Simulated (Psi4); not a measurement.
# SiNH4O (SMILES N[SiH]O), run twice

Aim: the excited states of SiNH4O at CIS/cc-pCVDZ (save jk yes).

The calculation is run with Psi4 1.11.

2 further runs of the same task are left out: 2 set aside as unsound or not needed.

## Step 1: The structure to begin with

SiNH4O has 7 atoms, charge 0, and is taken as a doublet. As SMILES, `N[SiH]O`. The shape is that of a PBE0-D4/def2-TZVP optimisation. This is one conformer, not always the lowest.

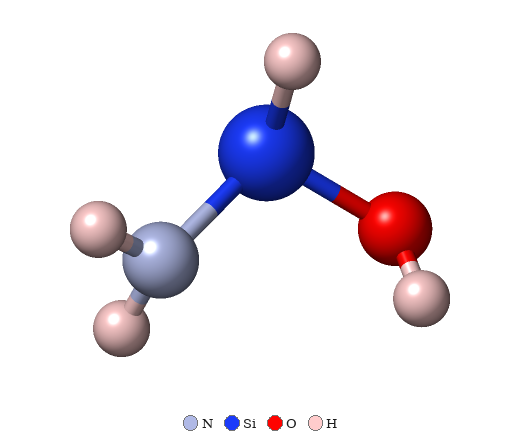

Viewed from a chosen angle; nitrogen light blue, silicon blue, oxygen red, hydrogen pink.

## Step 2: First attempt

File job.in:

```
memory 1600 MB

molecule mol {
  1 2
  N     -0.694900     0.548300    -0.575200
  Si     0.293100     0.159000     0.781300
  O      1.622900    -0.672400     0.270300
  H     -0.355900     1.168100    -1.294800
  H     -1.685800     0.673200    -0.432900
  H     -0.599100    -0.661900     1.664700
  H      1.480900    -1.282400    -0.459000
  units angstrom
  symmetry c1
}

set basis cc-pCVDZ
set reference uhf
set scf_type pk
set save_jk true

from psi4.driver.procrouting.response.scf_response import tdscf_excitations
energy_value, wavefunction = energy("scf", return_wfn=True)
states = tdscf_excitations(wavefunction, states=5, tda=True)
```

Launch:

```bash
$ psi4 -n 1 job.in job.out
```

job.out:

```text
Psi4 1.11 release

qcelemental.exceptions.ValidationError: Inconsistent or unspecified chg/mult: sys chg: None, frag chg: [1.0], sys mult: None, frag mult: [2]

Printing out the relevant lines from the Psithon --> Python processed input file:
    from psi4.driver.wrapper_database import database, db, DB_RGT, DB_RXN
    from psi4.driver.wrapper_autofrag import auto_fragments
    psi4_io = core.IOManager.shared_object()
    core.set_memory_bytes(1600000000)

--> mol = geometry("""
      1 2
      N     -0.694900     0.548300    -0.575200
      Si     0.293100     0.159000     0.781300
      O      1.622900    -0.672400     0.270300
      H     -0.355900     1.168100    -1.294800

!----------------------------------------------------------------------------------!
!                                                                                  !
!  Inconsistent or unspecified chg/mult: sys chg: None, frag chg: [1.0], sys mult: !
!     None, frag mult: [2]                                                         !
!                                                                                  !
!----------------------------------------------------------------------------------!

    Psi4 run time: 0:00:00.00
```

Run time: 1.1 s. Hardware: 1 thread of Intel Xeon Platinum 8275CL at 3.00GHz (Skylake/Cascade Lake), shared host; peak memory 0.13 GiB.

## Step 3: Diagnosis

The program refused the input.

The telling line is `qcelemental.exceptions.ValidationError: Inconsistent or unspecified chg/mult: sys chg: None, frag chg: [1.0], sys mult: None, frag mult: [2]`. The fault: charge and multiplicity as typed don't fit the electron count or the species meant. To mend it: charge 0 in place of 1. That is the species meant; for the charge typed, the multiplicity would have to change.

## Step 4: Try two

File calc.inp:

```
memory 1600 mb

molecule geom {
  0 2
  N     -0.694900     0.548300    -0.575200
  Si     0.293100     0.159000     0.781300
  O      1.622900    -0.672400     0.270300
  H     -0.355900     1.168100    -1.294800
  H     -1.685800     0.673200    -0.432900
  H     -0.599100    -0.661900     1.664700
  H      1.480900    -1.282400    -0.459000
  symmetry c1
}

set basis cc-pCVDZ
set reference uhf
set scf_type pk
set save_jk true

from psi4.driver.procrouting.response.scf_response import tdscf_excitations
result, w = energy("hf", return_wfn=True)
states = tdscf_excitations(w, states=5, tda=True)
```

Launch:

```bash
$ psi4 calc.inp calc.out -n 1
```

calc.out:

```text
[...]
  Running in c1 symmetry.
[...]
  Nuclear repulsion =  111.033668793337753
[...]
  Multiplicity = 2
[...]
  Nalpha       = 17
  Nbeta        = 16
[...]
    Number of basis functions: 83
[...]
   @UHF iter   1:  -420.45937944542038   -7.23794e-01   6.78665e-03 ADIIS/DIIS
[...]
   @UHF iter   9:  -420.60113908644394   -1.00032e-07   9.89358e-07 DIIS
[...]
   @S^2 Observed:                7.542226392E-01
[...]
    Orbital Energies [Eh]
    ---------------------
    Alpha Occupied:
       1A    -68.811872     2A    -20.549526     3A    -15.546112
       4A     -6.155208     5A     -4.266315     6A     -4.259506
       7A     -4.258139     8A     -1.334673     9A     -1.142962
      10A     -0.744492    11A     -0.665410    12A     -0.650623
      13A     -0.549605    14A     -0.535502    15A     -0.486200
      16A     -0.449094    17A     -0.307891
    Alpha Virtual:
      18A      0.169283    19A      0.176414    20A      0.228950
      21A      0.247497    22A      0.248379    23A      0.285649
      24A      0.433688    25A      0.440113    26A      0.513197
[...]
  @UHF Final Energy:  -420.60113908644394
   => Energetics <=
    Nuclear Repulsion Energy =            111.0336687933377533
    One-Electron Energy =                -802.3399956772620953
    Two-Electron Energy =                 270.7051877974804484
    Total Energy =                       -420.6011390864439363
  UHF NO Occupations:
  HONO-2 :   15  A 1.9995653
  HONO-1 :   16  A 1.9985347
[...]
 Multipole Moments:
 ------------------------------------------------------------------------------------
     Multipole            Electronic (a.u.)      Nuclear  (a.u.)        Total (a.u.)
 ------------------------------------------------------------------------------------
 L = 1.  Multiply by 2.5417464519 to convert [e a0] to [Debye]
 Dipole X            :          1.8894384           -2.4866306           -0.5971923
 Dipole Y            :          0.4114750           -0.1750498            0.2364253
 Dipole Z            :          0.9187246           -1.5405283           -0.6218037
 Magnitude           :                                                    0.8939661
[...]
**********                               WARNING                                **********
**********       The names of excited state variables changed between 1.5       **********
[...]
**********                               WARNING                                **********
**********  Length-gauge rotatory strengths are **NOT** gauge-origin invariant  **********
[...]
                                    Excitation Energy         Total Energy        Oscillator Strength             Rotatory Strength
[...]
Excited State    1 (1 A):   0.21911 au   207.95 nm f = 0.0558
[...]
Excited State    2 (1 A):   0.23186 au   196.51 nm f = 0.0871
[...]
Excited State    3 (1 A):   0.24397 au   186.76 nm f = 0.0663
[...]
Excited State    4 (1 A):   0.27621 au   164.96 nm f = 0.0204
[...]
Excited State    5 (1 A):   0.28838 au   158.00 nm f = 0.0697
[...]
**********                               WARNING                                **********
**********       The names of excited state variables changed between 1.5       **********
[...]
```

Wall time 13 s (1 thread of Intel Xeon Platinum 8275CL at 3.00GHz (Skylake/Cascade Lake), shared host); peak memory 0.39 GiB.

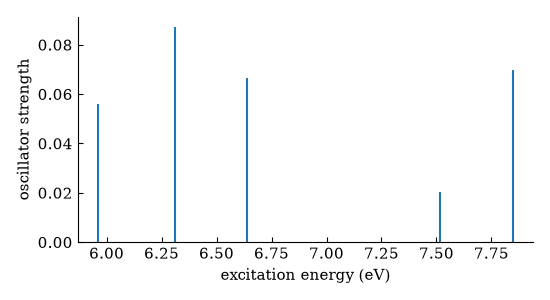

Vertical excitations as sticks.

The roots found:

```csv
excited state,energy (eV),strength,label
1,5.962,0.0558,A 1
2,6.309,0.0871,A 1
3,6.639,0.0663,A 1
4,7.516,0.0204,A 1
5,7.847,0.0697,A 1
```

## Step 5: Summary of results

At CIS/cc-pCVDZ (save jk yes):

| quantity | value |
| --- | --- |
| ground-state or mean-field energy | -420.60114 Eh |
| dipole moment (Hartree–Fock density) | 2.27 D |
| HOMO energy (Hartree–Fock orbitals) (highest over α and β) | -8.38 eV |
| LUMO energy (Hartree–Fock orbitals) (lowest over α and β) | 2.38 eV |
| ⟨S²⟩ of the reference determinant | 0.754 |
| lowest excitation energy | 5.96 eV |

In words: The brightest of the 5 transitions from the ground state lies at 6.31 eV (197 nm, f = 0.087); the lowest, at 5.96 eV, has f = 0.056.
